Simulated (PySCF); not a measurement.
# One shape, several levels: GeF2 (SMILES [F][Ge][F])

Wanted: a comparison of 4 runs (BCCD(T)/STO-6G, CCSDT(Q)/STO-6G, NEVPT2(2,2)/STO-6G, QCISD(T)/STO-6G) of GeF2. The job is set up through a Python script.

Program for the calculation: PySCF 2.14.0.

6 further runs of the same task are left out: 6 set aside as unsound or not needed.

## 1. The molecule

GeF2: 3 atoms, total charge 0, spin state singlet. As SMILES, `[F][Ge][F]`. The coordinates come from a PBE0-D4/def2-TZVP relaxation.

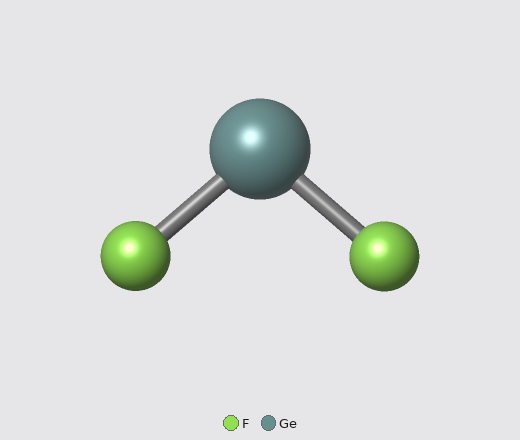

The structure, seen from a chosen angle (fluorine green, germanium teal).

## 2. A single-point energy at BCCD(T)/STO-6G (run 1)

The input, geometry.xyz:

```xyz
3
F2Ge
F     -0.675900    -1.101800    -0.497500
Ge     0.637500    -0.295200     0.320200
F      0.027600     1.332100     0.164100
```

The input, job.py:

```python
from pyscf import gto, cc
from pyscf.cc.bccd import bccd_kernel_

mol = gto.M(
    atom='geometry.xyz',
    spin=0,
    verbose=3,
    max_memory=1860,
    basis='sto-6g',
)

hf = mol.RHF()
hf.conv_tol = 1e-10
hf.kernel()
if not hf.converged:
    hf = hf.newton().run(hf.mo_coeff, hf.mo_occ)

mycc = cc.CCSD(hf, frozen=11).run()
mycc = bccd_kernel_(mycc, diis=True)
e_t = mycc.ccsd_t()
e_final = mycc.e_tot + e_t
print('Final energy', e_final)
```

Run with:

```sh
OMP_NUM_THREADS=1 python job.py
```

What it wrote:

```text
converged SCF energy = -2262.18764308016
E(CCSD) = -2262.274428283453  E_corr = -0.08678520329033984
BCCD loop starts.

[... 24 lines left out ...]
CCSD converged
[... 25 lines left out ...]
CCSD converged
[... 23 lines left out ...]
CCSD converged
[... 19 lines left out ...]
CCSD converged
[... 3 lines left out ...]
Final energy -2262.285677004836
```

It took 1.8 s on 1 thread of Arm Neoverse V1, shared host; peak memory 0.12 GiB.

## 3. The energy at CCSDT(Q)/STO-6G (run 2)

The input, input.py:

```python
# [F][Ge][F]
from pyscf import gto, scf, cc

system = gto.Mole()
system.atom = 'F -0.675900 -1.101800 -0.497500; Ge 0.637500 -0.295200 0.320200; F 0.027600 1.332100 0.164100'
system.basis = 'sto-6g'
system.charge = 0
system.max_memory = 1860
system.spin = 0
system.verbose = 4
system.build()

hf = scf.RHF(system)
hf.conv_tol = 1e-10
hf.kernel()
if not hf.converged:
    hf = hf.newton().run(hf.mo_coeff, hf.mo_occ)

mycc = cc.CCSDT(hf, frozen=11)
mycc.kernel()
e_bracket, e_q = mycc.ccsdt_q()
etot = mycc.e_tot + e_q
print('E(%s) = %.9f' % ('CCSDT(Q)', etot))
```

Run with:

```sh
OMP_NUM_THREADS=1 python input.py
```

What it wrote:

```text
PySCF version 2.14.0

[... 57 lines left out ...]
converged SCF energy = -2262.18764308016
[... 16 lines left out ...]
WARN: A large `blksize` is being used, which may cause large memory consumption
[... 12 lines left out ...]
Init t2, MP2 energy = -2262.261491877489  E_corr(MP2) -0.073848797326
[... 17 lines left out ...]
RCCSDT converged
[... 5 lines left out ...]
E(CCSDT(Q)) = -2262.287640752
```

Run time: 11 s. Hardware: 1 thread of Arm Neoverse V1, shared host; peak memory 0.11 GiB.

## 4. The energy at NEVPT2(2,2)/STO-6G (run 3)

The input, calc.py:

```python
import numpy
from pyscf import gto, scf, mp, mcscf, mrpt

mol = gto.M(
    atom='''
F     -1.277266    -2.082100    -0.940139
Ge     1.204700    -0.557847     0.605090
F      0.052156     2.517304     0.310104
''',
    unit='bohr',
    spin=0,
    max_memory=1860,
    basis='sto-6g',
    verbose=3,
    charge=0,
)

hf = mol.RHF()
hf.conv_tol = 1e-10
hf.kernel()
if not hf.converged:
    hf = hf.newton().run(hf.mo_coeff, hf.mo_occ)

pt = mp.MP2(scf.addons.convert_to_uhf(hf)).run()
noons, natorbs = mcscf.addons.make_natural_orbitals(pt)
print('natural occupations', numpy.round(noons[:40], 4))
cas = mcscf.CASSCF(hf, 2, 2)
cas.fix_spin_(ss=0.0)
cas.natorb = True
cas.kernel(natorbs)
e_pt2 = mrpt.NEVPT(cas).kernel()
etot = cas.e_tot + e_pt2
print(f'total energy: {etot:.8f} hartree')
```

Run with:

```sh
OMP_NUM_THREADS=1 python calc.py
```

What it wrote:

```text
converged SCF energy = -2262.18764311485
E(UMP2) = -2262.26242975008  E_corr = -0.0747866352333729
E(SCS-UMP2) = -2262.2639171965  E_corr = -0.0762740816578065
natural occupations [2.     2.     2.     2.     2.     2.     2.     2.     2.     2.
 2.     1.9999 1.9999 1.9999 1.9998 1.9998 1.9996 1.9996 1.9969 1.9963
 1.9895 1.9879 1.9859 1.9773 1.9732 0.036  0.0301 0.0283]
CASSCF energy = -2262.19764632757
CASCI E = -2262.19764632757  E(CI) = -1.14027052116762  S^2 = 0.0000000
Sr    (-1)',   E = -0.00000000000312
Si    (+1)',   E = -0.00000000007019
Sijrs (0)  ,   E = -0.02951043550944
Sijr  (+1) ,   E = -0.02408607829940
Srsi  (-1) ,   E = -0.00177328927320
Srs   (-2) ,   E = -0.00305639581819
Sij   (+2) ,   E = -0.00330306152617
Sir   (0)' ,   E = -0.00223356167338
Nevpt2 Energy = -0.063962822173101
total energy: -2262.26160915 hartree
```

It took 2.1 s on 1 thread of Arm Neoverse V1, shared host; peak memory 0.12 GiB.

## 5. A single-point energy at QCISD(T)/STO-6G (run 4)

The input, input.py:

```python
from pyscf import gto, cc

mol = gto.M(
    atom='F -0.675900 -1.101800 -0.497500; Ge 0.637500 -0.295200 0.320200; F 0.027600 1.332100 0.164100',
    max_memory=1860,
    basis='sto-6g',
    verbose=3,
)

mf = mol.RHF()
mf.conv_tol = 1e-10
mf.kernel()
if not mf.converged:
    mf = mf.newton().run(mf.mo_coeff, mf.mo_occ)

mycc = cc.QCISD(mf, frozen=11)
mycc.kernel()
e_t = mycc.qcisd_t()
e_final = mycc.e_tot + e_t
print('Final energy', e_final)
```

Run with:

```sh
OMP_NUM_THREADS=1 python input.py
```

What it wrote:

```text
converged SCF energy = -2262.18764308016
E(QCISD) = -2262.278722253253  E_corr = -0.09107917309040567
QCISD(T) correction = -0.00924842343289181
Final energy -2262.287970676686
```

Wall time 1.5 s (1 thread of Arm Neoverse V1, shared host); peak memory 0.12 GiB.

## 6. The series

```
run               level  frozen core orbitals      active selection   energy (Eh)  correlation energy (mEh)  wall time
  1      BCCD(T)/STO-6G                    11                     –  -2262.285677                     -98.0      1.8 s
  2     CCSDT(Q)/STO-6G                    11                     –  -2262.287641                    -100.0       11 s
  3  NEVPT2(2,2)/STO-6G                     –  mp2 natural orbitals  -2262.261609                         –      2.1 s
  4     QCISD(T)/STO-6G                    11                     –  -2262.287971                    -100.3      1.5 s
```

## 7. Outcome

```
                                           quantity           value
                                run 4: total energy  -2262.28797 Eh
        run 4: dipole moment (Hartree–Fock density)          1.00 D
         run 4: HOMO energy (Hartree–Fock orbitals)        -7.13 eV
         run 4: LUMO energy (Hartree–Fock orbitals)         4.98 eV
       run 4: HOMO–LUMO gap (Hartree–Fock orbitals)        12.11 eV
run 4: correlation energy (11 core orbitals frozen)      -100.3 mEh
                              run 4: (T) correction       -9.25 mEh
                               run 4: T1 diagnostic           0.023
```

In words: In runs 1, 2, 3, 4 the basis is minimal, so the values are rough. All runs together took 16 s, the longest 11 s.
